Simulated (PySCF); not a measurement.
## Electronic structure of C8H14OSi in real space

```yaml
atoms:
  - { symbol: C, position_ang: [3.8024, -0.1348, 0.6069] }
  - { symbol: C, position_ang: [2.5780, 0.2460, -0.2098] }
  - { symbol: O, position_ang: [1.4322, -0.2227, 0.4724] }
  - { symbol: C, position_ang: [0.2094, 0.0022, -0.0726] }
  - { symbol: C, position_ang: [-0.0624, 0.6365, -1.2195] }
  - { symbol: Si, position_ang: [-1.8495, 0.8019, -1.7300] }
  - { symbol: C, position_ang: [-2.6604, -0.0904, -0.2641] }
  - { symbol: C, position_ang: [-1.8840, -1.3945, -0.0318] }
  - { symbol: C, position_ang: [-0.8819, -0.5657, 0.7901] }
  - { symbol: C, position_ang: [-2.0135, 0.4508, 1.0189] }
  - { symbol: H, position_ang: [4.7021, 0.2123, 0.1067] }
  - { symbol: H, position_ang: [3.8516, -1.2142, 0.7222] }
  - { symbol: H, position_ang: [3.7460, 0.3156, 1.5942] }
  - { symbol: H, position_ang: [2.5195, 1.3371, -0.3274] }
  - { symbol: H, position_ang: [2.6271, -0.2093, -1.2089] }
  - { symbol: H, position_ang: [0.7342, 1.0377, -1.8266] }
  - { symbol: H, position_ang: [-2.2961, 2.1993, -1.7961] }
  - { symbol: H, position_ang: [-2.1485, 0.1055, -2.9878] }
  - { symbol: H, position_ang: [-3.7471, -0.1616, -0.2743] }
  - { symbol: H, position_ang: [-2.4262, -2.1044, 0.5931] }
  - { symbol: H, position_ang: [-1.4889, -1.9114, -0.9052] }
  - { symbol: H, position_ang: [-0.4381, -1.0349, 1.6689] }
  - { symbol: H, position_ang: [-1.7286, 1.5017, 1.0374] }
  - { symbol: H, position_ang: [-2.5888, 0.2170, 1.9149] }
```

Geometry: GFN2-xTB.

Theory: PBE0/pcSseg-1, SCF density, gas phase, non-relativistic in PySCF 2.14.0.

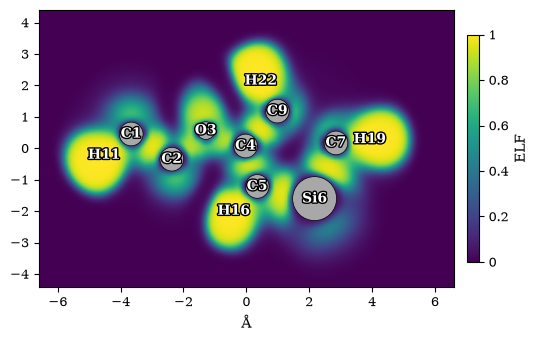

Figure 1. Electron localisation function on the plane of atoms Si6, C7 and H19. Grey discs cover the atomic cores.

Question: What does the map show?

Answer: Atoms in the plane: C, O, Si and H. C–C (1.34 Å): the ELF peaks at about 0.90 between the atoms; a short, multiple covalent bond. C–O (1.36 Å): the ELF peaks at about 0.90 between the atoms: a shared but strongly polarised pair. C–Si (1.87 Å): the ELF peaks at about 0.95 between the atoms (a shared electron pair). C–H (1.08 Å): the ELF climbs to about 1 towards the hydrogen, as it does in any bond to H: an ordinary covalent bond to hydrogen. C–O (1.41 Å): the ELF peaks at about 0.90 between the atoms; a shared but strongly polarised pair. The ELF also peaks beside O3, away from the bonds: lone-pair regions.

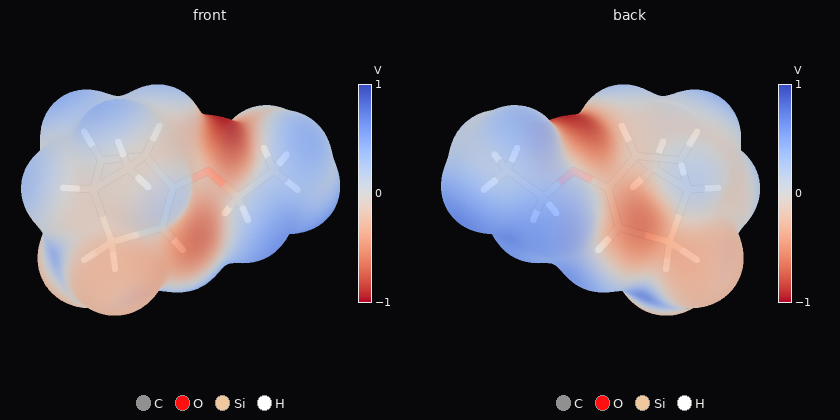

Figure 2. The electrostatic potential painted on the density surface at 0.001 e/bohr³, seen from the front and from behind; the colour scale runs from red (negative) to blue (positive).

Question: Which sites attract a positive test charge, and which a negative one?

Answer: A positive charge is drawn to the negative regions and a negative charge to the positive ones. The most negative region (about −0.9 V, or −21 kcal/mol for a unit charge) lies over O3, the most positive (about +0.6 V, or +14 kcal/mol for a unit charge) over C2, Si6 and H11.

Question: How polar is the molecule by this calculation?

Answer: Its dipole moment is 1.18 D.
